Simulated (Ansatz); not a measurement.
# SiH2S2 (SMILES S[Si]S): HF/STO-3G

What is the vertical electron affinity of SiH2S2 at HF/STO-3G? 

The results are computed with Ansatz 0.2.0.

18 further runs of the same task are left out: 18 set aside as unsound or not needed.

## (1) Starting point

SiH2S2: 5 atoms, total charge 0, spin state singlet. SMILES: `S[Si]S`. The shape is that of a PBE0-D4/def2-TZVP optimisation. This is one conformer, not always the lowest.

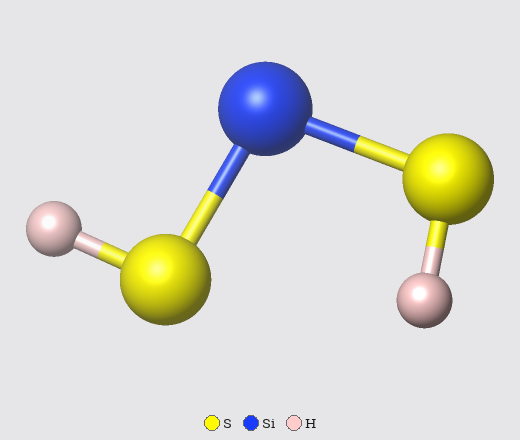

The structure, seen from a chosen angle (sulfur yellow, silicon blue, hydrogen pink).

## (2) The energy at HF/STO-3G

molecule.yaml

```yaml
crystal:
  periodic: [false, false, false]
  atoms:
    - symbol: S
      position_ang: [-0.640700, -1.023800, -0.541200]
    - symbol: Si
      position_ang: [-0.655200, 0.968900, 0.237800]
    - symbol: S
      position_ang: [1.426500, 1.117300, 0.734200]
    - symbol: H
      position_ang: [-1.954700, -1.042200, -0.825100]
    - symbol: H
      position_ang: [1.874100, -0.093900, 0.352900]
basis:
  gaussian: {orbitals: STO-3G}
hamiltonian: {xc: hf}
accuracy: high
output: {orbitals: {seedname: orbitals}}
```

Launch:

```
$ ansatz run molecule.yaml --threads 1 --pin off --max-ram 2610MiB --events-out events.jsonl --progress --plain --runs-dir runs
```

Output:

```text
Warning: RAYON_NUM_THREADS=1 ignored (pool sized by the plan → 1); use --threads N
Functional definition: HF
  name "HF"
  exchange = exact_x
  correlation = 0
535 factors; integrals over basis functions are off by at most 8.9e-9 eV
mean field evaluation 1: about -29199.3892 eV, gradient 1.7e1 eV
mean field evaluation 2: about -29199.4400 eV, gradient 1.8e1 eV
mean field evaluation 4: about -29200.9296 eV, gradient 9.4e-1 eV
mean field evaluation 8: about -29200.9386 eV, gradient 2.1e-2 eV
mean field -29200.93859615 eV, -1073.1147003015 hartree, gradient 5.7e-8 eV, S^2 0.000000; 0 other end points of the search recorded, 0 dependent functions left out
reference -29200.93859615 eV, -1073.1147003015 hartree; 24, 24 occupied and 5, 5 virtual orbitals, 535 factors
Total energy: -29200.93859615 eV, -1073.1147003015 hartree
```

It took 0.16 s on 1 thread of AMD EPYC 9R45 (Zen 5), shared host.

## (3) The doublet anion, same level

in.yaml

```yaml
crystal:
  periodic: [false, false, false]
  atoms:
    - {symbol: S, position_ang: [-0.640700, -1.023800, -0.541200]}
    - {symbol: Si, position_ang: [-0.655200, 0.968900, 0.237800]}
    - {symbol: S, position_ang: [1.426500, 1.117300, 0.734200]}
    - {symbol: H, position_ang: [-1.954700, -1.042200, -0.825100]}
    - {symbol: H, position_ang: [1.874100, -0.093900, 0.352900]}
basis:
  gaussian: {orbitals: STO-3G}
hamiltonian: {xc: hf}
output: {orbitals: {seedname: orbitals}}
total_charge: -1
magnetization: {spin_polarized: true, initial_magnetization: 1}
accuracy: high
```

Launch:

```
$ ansatz run in.yaml --threads 1 --pin off --max-ram 2610MiB --events-out events.jsonl --progress --plain --runs-dir runs
```

Output:

```text
Warning: RAYON_NUM_THREADS=1 ignored (pool sized by the plan → 1); use --threads N
[... 4 set-up lines as earlier in the session ...]
535 factors; integrals over basis functions are off by at most 8.9e-9 eV
mean field evaluation 1: about -29195.0901 eV, gradient 8.4e0 eV
mean field evaluation 2: about -29195.1581 eV, gradient 8.4e0 eV
mean field evaluation 4: about -29195.9545 eV, gradient 5.0e-1 eV
mean field evaluation 8: about -29195.9596 eV, gradient 1.1e-6 eV
mean field -29195.95956734 eV, -1072.9317243676 hartree, gradient 4.5e-8 eV, S^2 0.754665; 0 other end points of the search recorded, 0 dependent functions left out
reference -29195.95956734 eV, -1072.9317243676 hartree; 25, 24 occupied and 4, 5 virtual orbitals, 535 factors
Total energy: -29195.95956734 eV, -1072.9317243676 hartree
```

It took 0.22 s on 1 thread of AMD EPYC 9R45 (Zen 5), shared host.

## (4) What came out

Level: HF/STO-3G.

| quantity | value |
| --- | --- |
| singlet SiH2S2: total energy | -1073.11470 Eh |
| singlet SiH2S2: HOMO energy | -6.14 eV |
| singlet SiH2S2: LUMO energy | 5.84 eV |
| singlet SiH2S2: HOMO–LUMO gap | 11.98 eV |
| doublet anion: total energy | -1072.93172 Eh |
| doublet anion: HOMO energy (highest over α and β) | 4.31 eV |
| doublet anion: LUMO energy (lowest over α and β) | 16.42 eV |
| doublet anion: ⟨S²⟩ | 0.755 |
| vertical electron affinity (to the doublet anion) | -4.979 eV |

What this shows: The anion lies 4.98 eV (115 kcal/mol) above the neutral: the electron isn't bound at this level, and such a value depends on the basis. Without diffuse functions anions come out too high. Hartree–Fock misses the correlation that binds many anions. In a minimal basis such a difference can be off by several eV, whatever the method. The HOMO (doublet anion) lies at positive energy, 4.31 eV: the electron is unbound at this level or held by a compact basis; values depend on the basis.
